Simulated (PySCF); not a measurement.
Ga(Br)3, Br3Ga, SMILES [Br][Ga]([Br])[Br] at its B3LYP/def2-SVP optimised geometry (Å):

```
4

Ga    -0.5708    -0.0013     0.0000
Br     1.7159    -0.0013     0.0000
Br    -1.7111     1.9810     0.0000
Br    -1.7159    -1.9810     0.0008
```

Method: B3LYP/def2-TZVP (PySCF).

Map of the electron localisation function on the plane z = 1.0 Å:

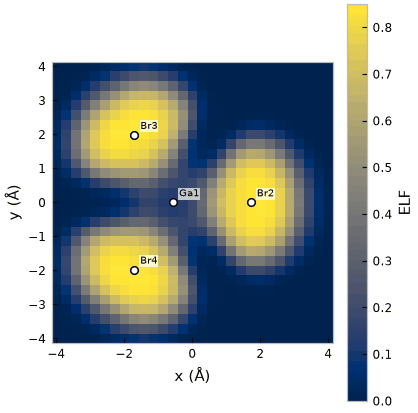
Fig. 1. Electron localisation function on the plane z = 1.0 Å.
